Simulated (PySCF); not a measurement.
# C$_{7}$H$_{9}$O$_{2}$P: what the fields show

```yaml
atoms:
  - { symbol: C, position_ang: [-1.0611, 0.8852, -2.9122] }
  - { symbol: C, position_ang: [-0.6138, 0.6876, -1.8147] }
  - { symbol: P, position_ang: [0.0855, 0.4643, -0.1976] }
  - { symbol: O, position_ang: [0.3255, 1.7041, 0.5484] }
  - { symbol: C, position_ang: [1.6366, -0.5187, -0.6066] }
  - { symbol: C, position_ang: [2.8722, 0.3021, -0.4810] }
  - { symbol: O, position_ang: [1.5730, -1.6741, -0.9229] }
  - { symbol: C, position_ang: [-1.0274, -0.7352, 0.5875] }
  - { symbol: C, position_ang: [-2.2522, -0.1503, 1.2305] }
  - { symbol: C, position_ang: [-1.1309, -0.6381, 2.0811] }
  - { symbol: H, position_ang: [-1.4655, 1.0437, -3.8704] }
  - { symbol: H, position_ang: [2.7682, 1.1803, -1.1195] }
  - { symbol: H, position_ang: [2.9335, 0.6670, 0.5449] }
  - { symbol: H, position_ang: [3.7641, -0.2625, -0.7419] }
  - { symbol: H, position_ang: [-1.0821, -1.7027, 0.1083] }
  - { symbol: H, position_ang: [-2.3899, 0.9193, 1.1526] }
  - { symbol: H, position_ang: [-3.1694, -0.7187, 1.1906] }
  - { symbol: H, position_ang: [-1.2546, -1.5516, 2.6429] }
  - { symbol: H, position_ang: [-0.5214, 0.1076, 2.5725] }
```

Geometry: GFN2-xTB.

Computed with PBE0/pcSseg-1, SCF density, gas phase, non-relativistic (PySCF).

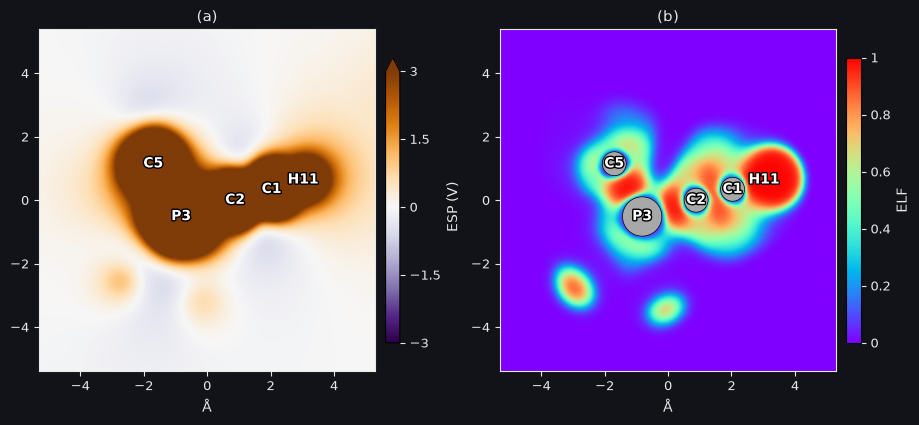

Figure 1. (a) molecular electrostatic potential; (b) electron localisation function on the plane of atoms C2, P3 and C5. Grey discs cover the atomic cores in the ELF map.

### What does the map show?

- The section cuts through C, P and H sites.
- C–C (1.20 Å): the ELF peaks at about 0.85 between the atoms: a short, multiple covalent bond.
- C–P (1.78 Å): the ELF peaks at about 0.95 between the atoms (localised, covalent bonding).
- C–H (1.05 Å): the ELF climbs to about 1 towards the hydrogen, as it does in any bond to H; a covalent bond by its length.
- C–P (1.88 Å): the ELF peaks at about 0.95 between the atoms, as expected for a covalent bond.
- Outside the dense part of the molecule the potential is most negative (−0.5 V) near C2.

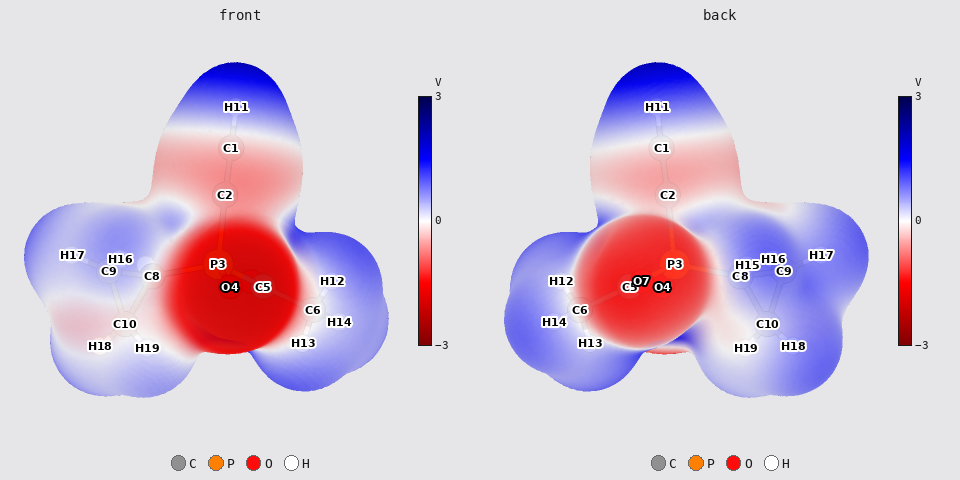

Figure 2. The electrostatic potential painted on the density surface at 0.002 e/bohr³, seen from the front and from behind; the colour scale runs from red (negative) to blue (positive).

### Which sites attract a positive test charge, and which a negative one?

A positive charge is drawn to the negative regions and a negative charge to the positive ones. The most negative region (about −2.0 V, or −46 kcal/mol for a unit charge) lies over O4, the most positive (about +1.9 V, or +44 kcal/mol for a unit charge) over H11. O4 is the likeliest acceptor of a hydrogen bond.

### How polar is the molecule by this calculation?

Its dipole moment is 1.45 D.
